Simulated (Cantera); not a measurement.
Input: 1 mol C6H6, 0.25 mol NH3, 0.87 mol N2, held at 27.0 bar.

Equilibrium computed with Cantera from the NASA thermochemical tables; the gas is ideal and each condensed phase is pure. Candidate condensed phases: C, C6H6, C7H8, C8H18; 92 gas species. Equilibrium is a limit: real reactors are often held back by kinetics, nucleation or transport.

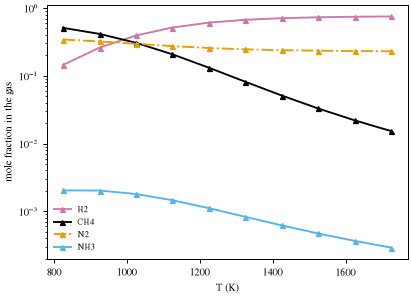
Figure. Equilibrium gas composition (values under 1e-9 drawn at 1e-9)

From 825 K to 1725 K the condensed part is C(graphite). The main C-bearing gas is CH4 throughout. The share of C in condensed phases is highest at 1725 K (98.8 %) and lowest at 825 K (75.4 %).
